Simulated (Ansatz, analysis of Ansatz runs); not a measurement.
# A hop of H in Na2WO4 (Fd-3m), charge +1, part 2 of 3

Wanted: path and barrier of a jump of H in Na2WO4 (Fd-3m) at charge +1. The case: H turning about O, in a cell of 56 host atoms with 1 H put in.

Ansatz 0.2.0; plane-wave PAW DFT, PBEsol; nudged elastic band between two relaxed defect structures at fixed charge in a uniform background.

So far: The starting structure; Relaxation of the start point, charge +1.

### 3. Relaxation of the end point, charge +1

Level of this step: plane-wave PAW DFT, PBEsol; relaxation of all atoms of a defect supercell at fixed charge in a uniform background (Ansatz).

The end point is relaxed in the same cell and settings, so that the two energies compare. Atoms more than 3.2 Å from the middle of the hop start where the first relaxation left them, the nearer ones on or close to their ideal places, with small random displacements.

Contents of qp1_c56k1.end/input.yaml:

```yaml
crystal:
  lattice:
    - [9.10910604, 0.0, 0.0]
    - [0.0, 9.10910604, 0.0]
    - [0.0, 0.0, 9.10910604]
  atoms:
    - { symbol: Na, position: [0.125, 0.375, 0.375] }
    - { symbol: Na, position: [0.12429485, 0.87340258, 0.87460279] }
[... 2 atom lines left out ...]
    - { symbol: Na, position: [0.375, 0.125, 0.375] }
[... 3 atom lines left out ...]
    - { symbol: Na, position: [0.375, 0.375, 0.125] }
[... 14 atom lines left out ...]
    - { symbol: W, position: [0.5, 0.5, 0.5] }
    - { symbol: O, position: [0.36328797, 0.13671203, 0.63671203] }
[... 3 atom lines left out ...]
    - { symbol: O, position: [0.13671203, 0.36328797, 0.63671203] }
[... 5 atom lines left out ...]
    - { symbol: O, position: [0.62732869, 0.139213, 0.36728917] }
[... 6 atom lines left out ...]
    - { symbol: O, position: [0.38671203, 0.61328797, 0.61328797] }
[... 4 atom lines left out ...]
    - { symbol: O, position: [0.61328797, 0.38671203, 0.61328797] }
[... 4 atom lines left out ...]
    - { symbol: O, position: [0.61328797, 0.61328797, 0.38671203] }
    - { symbol: O, position: [0.38671203, 0.38671203, 0.38671203] }
[... 3 atom lines left out ...]
    - { symbol: H, position: [0.463806, 0.385887, 0.463806] }
total_charge: 1
basis:
  ecutwfc: 420
  xc_grid: 2
hamiltonian:
  xc: pbesol
kpoints:
  mp_grid: { grid: [1, 1, 1] }
scf:
  occupations: { method: fixed }
  max_iter: 150
output:
  forces: true
relax:
  f_tol: 0.02
  max_steps: 70
  random_displacement: { amplitude: 0.01, seed: 1157 }
```

Launch:

```console
$ ansatz run input.yaml --threads 32 --pin off --max-ram 84787MiB --backend cuda --events-out ev --progress --plain --runs-dir out --max-vram 78GiB
```

Numbers of over 12 decimals in the logs are rounded to 6 here.

The log of the run:

```text
[...]
Crystal: 57 atoms, lattice volume = 755.835 Å³
Basis set: ecut = 420 eV, 14771 PW (Γ), exchange–correlation on 128×128×128 points (8 copies of the dense FFT grid, shifted against one another)
Bands: 281, of which v1, the nominal top of the filled ones, is band 224 counted from 1 (223 counted from 0)
Symmetry: 1 space group operations
k-points: 1
[...]
SCF iter   1: F=—  HF=-123666.394871 eV  |F-HF|=—  |Δ(HF+E_count)|=         —  Δρ=1.63e-2  dr2=2.69e0  ethr=1.77e-3  ⟨swp⟩=5.0  Hψ=810  notcnv=0  defer=51
[...]
SCF iter   2: F=—  HF=-123665.845992 eV  |F-HF|=—  |Δ(HF+E_count)|=   5.49e-1  Δρ=8.03e-3  dr2=6.05e-1  ethr=6.01e-4  ⟨swp⟩=3.0  Hψ=432  notcnv=0  defer=54
[...]
SCF iter   9: F=-123665.677681 eV  HF=-123665.677683 eV  |F-HF|=2.25e-6  |Δ(HF+E_count)|=   6.30e-6  Δρ=3.23e-5  dr2=8.00e-6  ethr=2.23e-9  ⟨swp⟩=5.0  Hψ=822  notcnv=0
SCF 1 converged in 9 iterations: F = -123665.677681 eV  dr2 = 8.00e-6
[...]
- { symbol: W, position: [0.250780, 0.250562, 0.747176] }
    - { symbol: W, position: [0.250592, 0.742974, 0.253942] }
    - { symbol: W, position: [0.746510, 0.258662, 0.250111] }
    - { symbol: W, position: [0.749450, 0.754177, 0.753062] }
    - { symbol: W, position: [-0.006857, 0.002112, 0.501077] }
    - { symbol: W, position: [0.000755, 0.501342, 0.001736] }
    - { symbol: W, position: [0.496692, 0.002912, 0.005073] }
    - { symbol: W, position: [0.508381, 0.505171, 0.507392] }
    - { symbol: O, position: [0.363756, 0.137236, 0.632972] }
    - { symbol: O, position: [0.365321, 0.629693, 0.142059] }
    - { symbol: O, position: [0.855416, 0.137006, 0.143286] }
    - { symbol: O, position: [0.862566, 0.640647, 0.640019] }
    - { symbol: O, position: [0.140478, 0.364856, 0.631927] }
    - { symbol: O, position: [0.138613, 0.859937, 0.143389] }
    - { symbol: O, position: [0.640715, 0.374924, 0.135155] }
    - { symbol: O, position: [0.635136, 0.866163, 0.639106] }
[...]
- { symbol: O, position: [0.414938, 0.364751, 0.386497] }
    - { symbol: O, position: [0.384932, 0.888354, 0.891641] }
    - { symbol: O, position: [0.887692, 0.387639, 0.888812] }
    - { symbol: O, position: [0.879343, 0.889163, 0.388204] }
    - { symbol: H, position: [0.495882, 0.282113, 0.374688] }
```

It took 7 s on 1 × NVIDIA GB200 with 32 threads of Arm Neoverse V2, shared host; peak memory 1 GiB.

Relaxation path:

```
step  energy less that of the first step (eV)  largest force component (eV/Å)
   1                                   0.0000                         31.4843
   2                                  -6.2144                         10.1313
   3                                  -8.0342                          4.3554
   4                                  -8.5843                          2.9388
   5                                  -9.0415                          1.4515
   6                                  -9.3367                          0.6699
   7                                  -9.4644                          0.4360
   8                                  -9.5566                          0.2050
   9                                  -9.6126                          0.2821
  10                                  -9.6229                          0.1338
  11                                  -9.6256                          0.1661
  12                                  -9.6264                          0.0572
  13                                  -9.6268                          0.0110
```

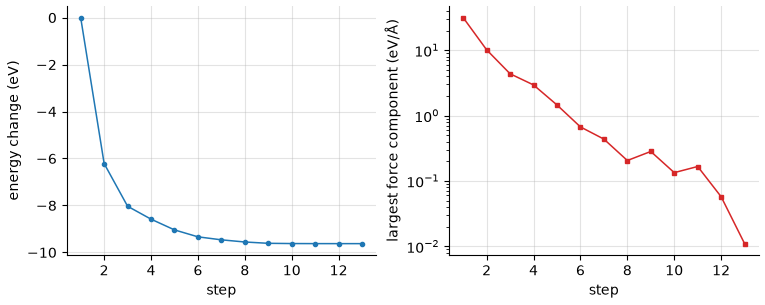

Energy and largest force along the relaxation.

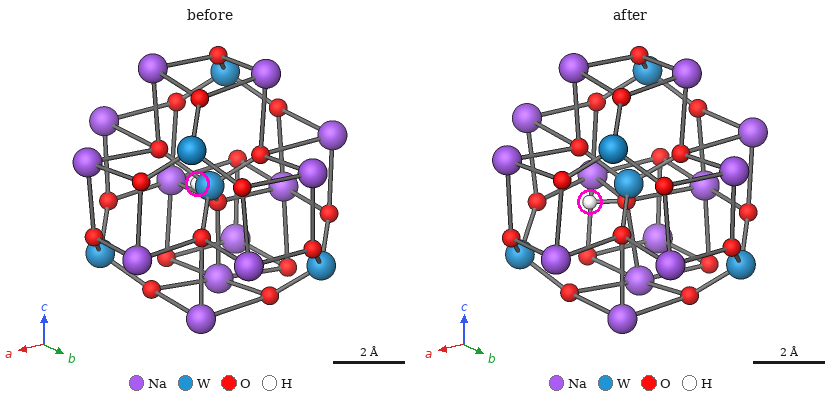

Before and after: the atoms that start within 5 Å of the centre. H57, which moves most, is ringed if it is among them.

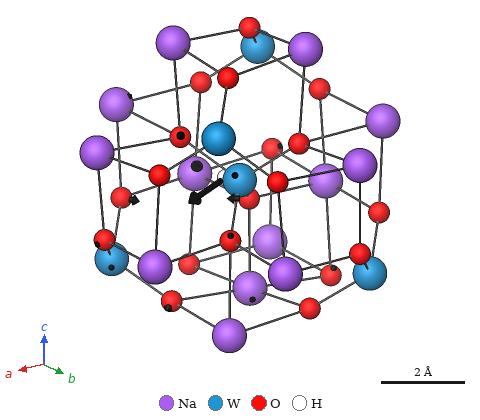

Displacements in the relaxation from the typed sites near the centre, scaled; the longest in the cell stands for 1.28 Å.

The atoms that moved most (Å, from the sites as typed, ahead of the random displacement):

```csv
atom,dx,dy,dz,length
H57,0.291,-0.945,-0.812,1.280
Na5,-0.244,-0.270,0.003,0.364
O53,0.256,-0.200,-0.002,0.325
O35,-0.137,0.233,-0.014,0.271
O47,0.087,0.130,0.082,0.177
O31,0.137,0.095,-0.055,0.176
W24,0.075,0.047,0.067,0.111
O52,0.038,0.056,0.084,0.107
```

Neighbours of H57 at the end:

```
atom  distance (Å)
 O53         1.059
 O35         1.508
 Na5         2.168
 W24         2.367
 W19         2.558
 O31         2.686
 Na9         2.756
 O47         2.757
```

Numbers from this step:

| Quantity | Value |
| --- | --- |
| free energy | -123675.3045 eV |
| r.m.s. move of the farther half of the atoms | 0.04280 Å |
| largest move from the ideal geometry of this structure, a common shift of the far atoms taken out | 1.312 Å |

The relaxation gained 9.627 eV and ended with a largest force component of 0.011 eV/Å. The end lies within 1 meV of the start.

[end of part 2 of 3]

[Logs are printed without paths, hosts, clocks, repeated set-up lines and the standing remarks that a program may print on its own settings, such as how far it seeks lower states.]

[Hosts, paths, dates, database ids (printed as entryN), source tags and the programs' standing remarks are cut or masked in the printed files.]
